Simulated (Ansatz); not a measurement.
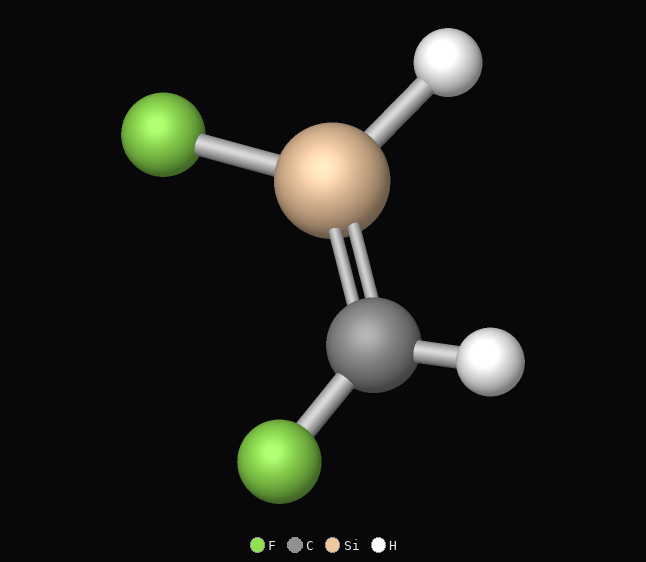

Geometry: moved along internal coordinates away from the minimum. Program: Ansatz 0.2.0.

Tabulate dipole (D) at these levels: B3LYP-D4/def2-TZVPP; PBE-D4/def2-TZVPP; PBE0-D4/def2-TZVPP; r2SCAN-D4/def2-TZVPP.

```json
{"level": "B3LYP-D4/def2-TZVPP", "dipole (D)": "2.31"}
{"level": "PBE-D4/def2-TZVPP", "dipole (D)": "2.02"}
{"level": "PBE0-D4/def2-TZVPP", "dipole (D)": "2.30"}
{"level": "r2SCAN-D4/def2-TZVPP", "dipole (D)": "2.12"}
```
